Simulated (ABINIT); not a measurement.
# A GW chain in ABINIT: F (C2/m), part 2 of 3

Wanted: ground state, empty states, screening and self-energy for F (C2/m).

ABINIT 10.8.3; LDA and many-body steps on it, plane waves. Known limits of the many-body steps: not at the basis limit; coarse k mesh.

So far. Step 2 (Ground state): The gap is indirect, with the least direct gap 0.08 eV higher.

### 3. Bands along the symmetry lines

Level of this step: DFT, LDA, plane waves, norm-conserving pseudopotentials (ABINIT).

Levels along a band path, at the cheap level, show where the edges lie and whether the meshes to come will hold them.

The input, run.abi:

```
acell 3*1.0 Angstrom
rprim 
  2.650494272500 -1.517320773400 0.000000000000
  2.650494272500 1.517320773400 -0.000000000000
  -2.103423892600 -0.000000000000 6.726107507300
ntypat 1
znucl 9
natom 4
typat 1 1 1 1
xred 
  0.504495130000 0.504495130000 0.400850110000
  0.085358160000 0.085358160000 0.098603260000
  0.495504870000 0.495504870000 0.599149890000
  0.914641840000 0.914641840000 0.901396740000
pp_dirpath "pseudos"
pseudos "F.upf"
ecut 36
iscf -2
irdden 1
kptopt 0
nkpt 76
kpt 
  0.00000000 0.00000000 0.00000000
  -0.04249277 0.04249277 0.00000000
  -0.08498553 0.08498553 0.00000000
  -0.12747830 0.12747830 0.00000000
  -0.16997107 0.16997107 0.00000000
  -0.21246383 0.21246383 0.00000000
  -0.25495660 0.25495660 0.00000000
  -0.29744936 0.29744936 0.00000000
  -0.33994213 0.33994213 -0.00000000
  -0.66005787 -0.33994213 0.00000000
  -0.64005064 -0.35994936 0.00000000
  -0.62004340 -0.37995660 0.00000000
  -0.60003617 -0.39996383 0.00000000
  -0.58002894 -0.41997107 0.00000000
  -0.56002170 -0.43997830 0.00000000
  -0.54001447 -0.45998553 0.00000000
  -0.52000723 -0.47999277 0.00000000
  -0.50000000 -0.50000000 0.00000000
  -0.43750000 -0.43750000 0.00000000
  -0.37500000 -0.37500000 0.00000000
  -0.31250000 -0.31250000 0.00000000
  -0.25000000 -0.25000000 0.00000000
  -0.18750000 -0.18750000 0.00000000
  -0.12500000 -0.12500000 0.00000000
  -0.06250000 -0.06250000 0.00000000
  0.00000000 0.00000000 0.00000000
  -0.06250000 -0.06250000 0.06250000
  -0.12500000 -0.12500000 0.12500000
  -0.18750000 -0.18750000 0.18750000
  -0.25000000 -0.25000000 0.25000000
  -0.31250000 -0.31250000 0.31250000
  -0.37500000 -0.37500000 0.37500000
  -0.43750000 -0.43750000 0.43750000
  -0.50000000 -0.50000000 0.50000000
  -0.52253134 -0.47746866 0.50000000
  -0.54506268 -0.45493733 0.50000000
  -0.56759401 -0.43240599 0.50000000
  -0.59012535 -0.40987465 0.50000000
  -0.61265669 -0.38734331 0.50000000
  -0.63518802 -0.36481198 0.50000000
  -0.65771936 -0.34228064 0.50000000
  -0.68025070 -0.31974930 0.50000000
  -0.31974930 0.31974930 0.50000000
  -0.27978064 0.27978064 0.50000000
  -0.23981198 0.23981198 0.50000000
  -0.19984331 0.19984331 0.50000000
  -0.15987465 0.15987465 0.50000000
  -0.11990599 0.11990599 0.50000000
  -0.07993733 0.07993733 0.50000000
  -0.03996866 0.03996866 0.50000000
  0.00000000 0.00000000 0.50000000
  0.00000000 0.00000000 0.43750000
  0.00000000 0.00000000 0.37500000
  0.00000000 0.00000000 0.31250000
  0.00000000 0.00000000 0.25000000
  0.00000000 0.00000000 0.18750000
  0.00000000 0.00000000 0.12500000
  0.00000000 0.00000000 0.06250000
  0.00000000 0.00000000 0.00000000
  -0.50000000 0.00000000 0.50000000
  -0.43750000 0.00000000 0.43750000
  -0.37500000 0.00000000 0.37500000
  -0.31250000 0.00000000 0.31250000
  -0.25000000 0.00000000 0.25000000
  -0.18750000 0.00000000 0.18750000
  -0.12500000 0.00000000 0.12500000
  -0.06250000 0.00000000 0.06250000
  0.00000000 0.00000000 0.00000000
  -0.06250000 0.00000000 0.00000000
  -0.12500000 0.00000000 0.00000000
  -0.18750000 0.00000000 0.00000000
  -0.25000000 0.00000000 0.00000000
  -0.31250000 0.00000000 0.00000000
  -0.37500000 0.00000000 0.00000000
  -0.43750000 0.00000000 0.00000000
  -0.50000000 0.00000000 -0.00000000
istwfk *1
nband 21
nbdbuf 2
tolwfr 1e-08
nstep 40
prtwf 0
prtvol 0
indata_prefix "in"
outdata_prefix "out"
tmpdata_prefix "tmp"
```

Started as:

```bash
OMP_NUM_THREADS=1 mpirun -n 8 abinit run.abi > log
```

Numbers of over 12 decimals in the logs are rounded to 6 here.

Log:

```text
.Version 10.8.3 of ABINIT. v10.8.2 released Aug 2026.

 Symmetries : space group C2/m (# 12); Bravais mC (1-face-center monocl.)
[... echo of the input left out ...]
== DATASET  1 ==================================================================
-   mpi_nproc: 8, omp_nthreads: 1 (-1 if OMP is not activated)

--- !DatasetInfo
iteration_state: {dtset: 1, }
dimensions: {natom: 4, nkpt: 76, mband: 21, nsppol: 1, nspinor: 1, nspden: 1, mpw: 3789, }
cutoff_energies: {ecut:  36.0, pawecutdg:  -1.0, }
electrons: {nelect:   2.80000000E+01, charge:   0.00000000E+00, occopt:   1.00000000E+00, tsmear:   1.00000000E-02, }

 Real(R)+Recip(G) space primitive vectors, cartesian coordinates (Bohr,Bohr^-1):
 R(1)=  5.0087083 -2.8673207  0.0000000  G(1)=  0.0998261 -0.1743788  0.0312182
 R(2)=  5.0087083  2.8673207  0.0000000  G(2)=  0.0998261  0.1743788  0.0312182
 R(3)= -3.9748951  0.0000000 12.7105011  G(3)=  0.0000000  0.0000000  0.0786751
 Unit cell volume ucvol=  3.6508558E+02 bohr^3
 Angles (23,13,12)=  1.05012474E+02  1.05012474E+02  5.95794353E+01 degrees

 getcut: wavevector=  0.0000  0.0000  0.0000  ngfft=  32  32  72
         ecut(hartree)=     36.000   => boxcut(ratio)=   2.00168

--- Pseudopotential description ------------------------------------------------
- F Generated using ONCVPSP code by D. R. Hamann
-  9.00000   7.00000  201202                  znucl, zion, pspdat
12 -1012 2 -1 824                             pspcod,pspxc,lmax,lloc,mmax
     nproj     2     2     1
  pspatm : epsatm=    4.94580260
         --- l  ekb(1:nproj) -->
             0    6.487052    1.061847
             1   -4.029087   -1.312559
             2   -2.364936
 pspatm: atomic psp has been read  and splines computed

--------------------------------------------------------------------------------

================================================================================
 prteigrs : about to open file out_EIG
 Non-SCF case, kpt    1 (  0.00000  0.00000  0.00000), residuals and eigenvalues=
  4.57E-09  4.54E-09  4.28E-09  4.44E-09  2.06E-09  8.96E-09  2.88E-09  1.80E-09
  1.45E-09  6.64E-09  1.65E-09  5.93E-09  5.68E-09  3.03E-09  1.77E-09  7.11E-09
  8.01E-09  6.77E-09  7.60E-09  4.77E-09  6.88E-09
 -1.0687E+00 -1.0611E+00 -8.3641E-01 -8.1537E-01 -4.1736E-01 -3.7352E-01
 -2.7343E-01 -2.7201E-01 -2.6890E-01 -2.6735E-01 -1.6488E-01 -1.5688E-01
 -1.5613E-01 -1.5038E-01 -6.8197E-02 -2.3034E-02  1.8924E-01  2.6957E-01
  3.2200E-01  5.4973E-01  5.7715E-01
 Non-SCF case, kpt    2 ( -0.04249  0.04249  0.00000), residuals and eigenvalues=
  4.91E-09  4.52E-09  4.01E-09  9.94E-10  1.65E-09  5.36E-09  1.61E-09  3.14E-09
[...]
1.18E-09  2.68E-09  9.00E-10  4.84E-09  3.76E-08
[...]
Non-SCF case, kpt    3 ( -0.08499  0.08499  0.00000), residuals and eigenvalues=
[...]
3.48E-09  7.08E-09  9.16E-09  6.02E-07  5.06E-05
[...]
Non-SCF case, kpt   75 ( -0.43750  0.00000  0.00000), residuals and eigenvalues=
[...]
Non-SCF case, kpt   76 ( -0.50000  0.00000 -0.00000), residuals and eigenvalues=
[...]
-3.1647E-01 -3.1452E-01 -2.8058E-01 -2.7746E-01 -1.7896E-01 -1.7723E-01
 -1.6416E-01 -1.6073E-01 -4.1317E-02 -3.8466E-02  3.6942E-01  3.7443E-01
[...]
--- !ResultsGS
iteration_state: {dtset: 1, }
comment   : Summary of ground state results
lattice_vectors:
- [  5.0087083,  -2.8673207,   0.0000000, ]
- [  5.0087083,   2.8673207,  -0.0000000, ]
- [ -3.9748951,  -0.0000000,  12.7105011, ]
lattice_lengths: [   5.77137,    5.77137,   13.31753, ]
lattice_angles: [105.012, 105.012,  59.579, ] # degrees, (23, 13, 12)
lattice_volume:   3.6508558E+02
convergence: {deltae:  0.000E+00, res2:  0.000E+00, residm:  9.990E-09, diffor:  0.000E+00, }
etotal    :  -9.79306965E+01
entropy   :   0.00000000E+00
fermie    :  -1.47597402E-01
cartesian_stress_tensor: null
pressure_GPa: null
xred      :
- [  5.0450E-01,   5.0450E-01,   4.0085E-01,  F]
- [  8.5358E-02,   8.5358E-02,   9.8603E-02,  F]
- [  4.9550E-01,   4.9550E-01,   5.9915E-01,  F]
- [  9.1464E-01,   9.1464E-01,   9.0140E-01,  F]
cartesian_forces: null
force_length_stats: {min: null, max: null, mean: null, }

 Integrated electronic density in atomic spheres:
 ------------------------------------------------
 Atom  Sphere_radius  Integrated_density
[...]
================================================================================

 ----iterations are completed or convergence reached----

 Mean square residual over all n,k,spin=   42.921E-10; max=  99.903E-10
 reduced coordinates (array xred) for    4 atoms
[...]
0.495504870000      0.495504870000      0.599149890000
       0.914641840000      0.914641840000      0.901396740000

 cartesian coordinates (angstrom) at end:
    1      1.831165     0.000000     2.696161
    2      0.245078    -0.000000     0.663216
    3      1.366399    -0.000000     4.029947
    4      2.952486     0.000000     6.062891
 length scales=  1.889726125908  1.889726125908  1.889726125908 bohr
              =  1.000000000000  1.000000000000  1.000000000000 angstroms
 prteigrs : about to open file out_EIG
 Eigenvalues (hartree) for nkpt=  76  k points:
 kpt#   1, nband= 21, wtk=  1.00000, kpt=  0.0000  0.0000  0.0000 (reduced coord)
[...]
kpt#   2, nband= 21, wtk=  1.00000, kpt= -0.0425  0.0425  0.0000 (reduced coord)
[...]
kpt#   3, nband= 21, wtk=  1.00000, kpt= -0.0850  0.0850  0.0000 (reduced coord)
[...]
kpt#  75, nband= 21, wtk=  1.00000, kpt= -0.4375  0.0000  0.0000 (reduced coord)
[...]
0.34285    0.39098    0.41566    0.45955    0.46295
 kpt#  76, nband= 21, wtk=  1.00000, kpt= -0.5000  0.0000  0.0000 (reduced coord)
  -1.06043   -1.05656   -0.82288   -0.82042   -0.39544   -0.39313   -0.31647   -0.31452
  -0.28058   -0.27746   -0.17896   -0.17723   -0.16416   -0.16073   -0.04132   -0.03847
   0.36942    0.37443    0.43303    0.43892    0.47519

== END DATASET(S) ==============================================================
================================================================================

 -outvars: echo values of variables after computation  --------
            nband          21
             nkpt          76
          spgroup          12
 [... the other variables as echoed above ...]

 Calculation completed.
```

Run time: 9.8 s. Hardware: 8 MPI ranks of Arm Neoverse V1, shared host; peak memory 0.65 GiB.

Numbers from this step:

```
gap                        : 2.161 eV
k of the valence top       : -0.5, -0.5, 0
k of the conduction bottom : 0, 0, 0
least direct gap           : 2.236 eV
```

The gap is 2.161 eV, as in the run before at this level.

The electronic bands at the labelled points (eV, zero at the top of the highest filled band):

```
     point  band 11  band 12  band 13  band 14  band 15  band 16  band 17  band 18
         Γ    -0.47    -0.25    -0.23    -0.08     2.16     3.39     9.17    11.35
         C    -0.81    -0.64    -0.43    -0.40     2.82     2.98    14.58    14.98
jump to C2    -0.81    -0.64    -0.43    -0.40     2.82     2.98    14.58    14.98
        Y2    -0.80    -0.51    -0.45     0.00     2.78     2.91    13.93    14.59
         Γ    -0.47    -0.25    -0.23    -0.08     2.16     3.39     9.17    11.35
        M2    -0.84    -0.72    -0.24    -0.19     2.88     2.94    13.88    14.15
         D    -0.90    -0.69    -0.55    -0.28     2.88     2.97    14.66    14.80
jump to D2    -0.90    -0.69    -0.55    -0.28     2.88     2.97    14.66    14.80
         A    -0.42    -0.34    -0.18    -0.13     2.74     2.81     9.99    10.03
         Γ    -0.47    -0.25    -0.23    -0.08     2.16     3.39     9.17    11.35
jump to L2    -1.04    -0.63    -0.51    -0.16     2.64     3.13    14.23    14.43
         Γ    -0.47    -0.25    -0.23    -0.08     2.16     3.39     9.17    11.35
        V2    -0.85    -0.81    -0.45    -0.36     2.89     2.97    14.07    14.21
```

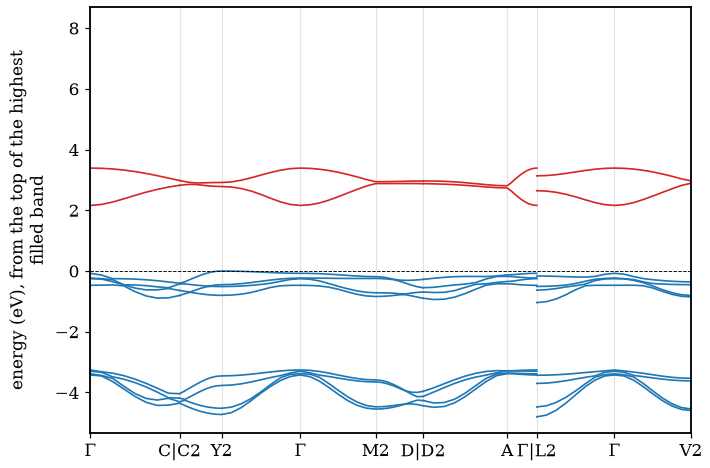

Electronic bands along the path; lines of filled and empty bands in two colours.

### 4. Empty states on the mesh, 4×4×2 mesh, 53 bands

The sums over transitions need many empty states on a uniform mesh; this step solves for them.

The input, run.abi:

```
acell 3*1.0 Angstrom
rprim 
  2.650494272500 -1.517320773400 0.000000000000
  2.650494272500 1.517320773400 -0.000000000000
  -2.103423892600 -0.000000000000 6.726107507300
ntypat 1
znucl 9
natom 4
typat 1 1 1 1
xred 
  0.504495130000 0.504495130000 0.400850110000
  0.085358160000 0.085358160000 0.098603260000
  0.495504870000 0.495504870000 0.599149890000
  0.914641840000 0.914641840000 0.901396740000
pp_dirpath "pseudos"
pseudos "F.upf"
ecut 36
ngkpt 4 4 2
nshiftk 1
shiftk 0 0 0
kptopt 1
chksymbreak 0
iscf -2
irdden 1
istwfk *1
nband 53
nbdbuf 4
tolwfr 1e-09
nstep 60
prtvol 0
indata_prefix "in"
outdata_prefix "out"
tmpdata_prefix "tmp"
```

Log:

```text
.Version 10.8.3 of ABINIT. v10.8.2 released Aug 2026.

 Symmetries : space group C2/m (# 12); Bravais mC (1-face-center monocl.)
[... echo of the input left out ...]
== DATASET  1 ==================================================================
-   mpi_nproc: 8, omp_nthreads: 1 (-1 if OMP is not activated)

--- !DatasetInfo
iteration_state: {dtset: 1, }
dimensions: {natom: 4, nkpt: 14, mband: 53, nsppol: 1, nspinor: 1, nspden: 1, mpw: 3789, }
cutoff_energies: {ecut:  36.0, pawecutdg:  -1.0, }
electrons: {nelect:   2.80000000E+01, charge:   0.00000000E+00, occopt:   1.00000000E+00, tsmear:   1.00000000E-02, }

 Real(R)+Recip(G) space primitive vectors, cartesian coordinates (Bohr,Bohr^-1):
 R(1)=  5.0087083 -2.8673207  0.0000000  G(1)=  0.0998261 -0.1743788  0.0312182
 R(2)=  5.0087083  2.8673207  0.0000000  G(2)=  0.0998261  0.1743788  0.0312182
 R(3)= -3.9748951  0.0000000 12.7105011  G(3)=  0.0000000  0.0000000  0.0786751
 Unit cell volume ucvol=  3.6508558E+02 bohr^3
 Angles (23,13,12)=  1.05012474E+02  1.05012474E+02  5.95794353E+01 degrees

 getcut: wavevector=  0.0000  0.0000  0.0000  ngfft=  32  32  72
         ecut(hartree)=     36.000   => boxcut(ratio)=   2.00168

--- Pseudopotential description ------------------------------------------------
- F Generated using ONCVPSP code by D. R. Hamann
-  9.00000   7.00000  201202                  znucl, zion, pspdat
12 -1012 2 -1 824                             pspcod,pspxc,lmax,lloc,mmax
     nproj     2     2     1
  pspatm : epsatm=    4.94580260
         --- l  ekb(1:nproj) -->
             0    6.487052    1.061847
             1   -4.029087   -1.312559
             2   -2.364936
 pspatm: atomic psp has been read  and splines computed

--------------------------------------------------------------------------------

================================================================================
 prteigrs : about to open file out_EIG
 Non-SCF case, kpt    1 (  0.00000  0.00000  0.00000), residuals and eigenvalues=
  7.71E-10  5.82E-10  1.78E-10  3.01E-10  7.90E-11  1.50E-10  8.33E-10  1.14E-10
  8.09E-11  5.79E-10  7.01E-11  8.60E-10  7.99E-11  7.10E-11  8.11E-10  1.00E-10
  2.31E-10  7.94E-11  8.46E-10  6.33E-11  7.74E-10  5.51E-11  1.51E-10  1.97E-10
[...]
7.76E-10  1.31E-06  2.88E-07  3.19E-05  1.15E-03
 -1.0687E+00 -1.0611E+00 -8.3641E-01 -8.1537E-01 -4.1736E-01 -3.7352E-01
 -2.7343E-01 -2.7201E-01 -2.6890E-01 -2.6735E-01 -1.6488E-01 -1.5688E-01
 -1.5613E-01 -1.5038E-01 -6.8197E-02 -2.3034E-02  1.8924E-01  2.6957E-01
[...]
1.1173E+00  1.1228E+00  1.1345E+00  1.1485E+00  1.1496E+00  1.2210E+00
  1.2258E+00  1.3001E+00  1.3098E+00  1.3223E+00  1.3589E+00  1.3866E+00
  1.4330E+00  1.5456E+00  1.5635E+00  1.5725E+00  1.6285E+00
 prteigrs : prtvol=0 or 1, do not print more k-points.

--- !ResultsGS
iteration_state: {dtset: 1, }
comment   : Summary of ground state results
lattice_vectors:
- [  5.0087083,  -2.8673207,   0.0000000, ]
- [  5.0087083,   2.8673207,  -0.0000000, ]
- [ -3.9748951,  -0.0000000,  12.7105011, ]
lattice_lengths: [   5.77137,    5.77137,   13.31753, ]
lattice_angles: [105.012, 105.012,  59.579, ] # degrees, (23, 13, 12)
lattice_volume:   3.6508558E+02
convergence: {deltae:  0.000E+00, res2:  0.000E+00, residm:  9.902E-10, diffor:  0.000E+00, }
etotal    :  -9.79306965E+01
entropy   :   0.00000000E+00
fermie    :  -1.47597402E-01
cartesian_stress_tensor: null
pressure_GPa: null
xred      :
- [  5.0450E-01,   5.0450E-01,   4.0085E-01,  F]
- [  8.5358E-02,   8.5358E-02,   9.8603E-02,  F]
- [  4.9550E-01,   4.9550E-01,   5.9915E-01,  F]
- [  9.1464E-01,   9.1464E-01,   9.0140E-01,  F]
cartesian_forces: null
force_length_stats: {min: null, max: null, mean: null, }

 Integrated electronic density in atomic spheres:
 ------------------------------------------------
 Atom  Sphere_radius  Integrated_density
    1        2.00000          7.04039563
[...]
================================================================================

 ----iterations are completed or convergence reached----

 Mean square residual over all n,k,spin=   39.761E-11; max=  99.018E-11
 reduced coordinates (array xred) for    4 atoms
[...]
0.495504870000      0.495504870000      0.599149890000
       0.914641840000      0.914641840000      0.901396740000

 cartesian coordinates (angstrom) at end:
    1      1.831165     0.000000     2.696161
    2      0.245078    -0.000000     0.663216
    3      1.366399    -0.000000     4.029947
    4      2.952486     0.000000     6.062891
 length scales=  1.889726125908  1.889726125908  1.889726125908 bohr
              =  1.000000000000  1.000000000000  1.000000000000 angstroms
 prteigrs : about to open file out_EIG
 Eigenvalues (hartree) for nkpt=  14  k points:
 kpt#   1, nband= 53, wtk=  0.03125, kpt=  0.0000  0.0000  0.0000 (reduced coord)
[...]
0.96509    0.96740    1.02562    1.05816    1.11732    1.12278    1.13453    1.14850
   1.14956    1.22100    1.22577    1.30008    1.30982    1.32233    1.35892    1.38661
   1.43299    1.54562    1.56353    1.57247    1.62848
 prteigrs : prtvol=0 or 1, do not print more k-points.

== END DATASET(S) ==============================================================
================================================================================

 -outvars: echo values of variables after computation  --------
            nband          53
             nkpt          14
          spgroup          12
 [... the other variables as echoed above ...]

 Calculation completed.
```

Elapsed: 7 s, on 8 MPI ranks; peak memory 0.61 GiB; 55 s of CPU time.

This step gave:

| Property | Result |
| --- | --- |
| gap | 2.161 eV |
| k of the valence top | 0.5, 0.5, 0 |
| k of the conduction bottom | 0, 0, 0 |
| least direct gap | 2.236 eV |
| k points computed | 14 |
| lowest point of the top converged band, above the valence top | 43.01 eV |

On this mesh the gap is 2.161 eV.

[end of part 2 of 3]

[Paths, hosts, dates, memory and timing lines, banners, echoed tables and standing remarks are left out of the program output.]

[Logs are printed without paths, hosts, clocks, repeated set-up lines and the standing remarks that a program may print on its own settings, such as how far it seeks lower states.]

[Runs of the session that timed out or met a known fault of the program may be left out.]

[Hosts, paths, dates, database ids (printed as entryN), source tags and the programs' standing remarks are cut or masked in the printed files.]

[G0W0 gaps are taken among the corrected bands and points alone; a level outside them can change the order at an edge.]

[Where Ansatz stands beside ABINIT at settings called matched, ABINIT's density can come from a denser mesh and the files from another edition; pairs whose starting gaps differed by over 0.03 eV were left out, so agreement reads better than it is.]
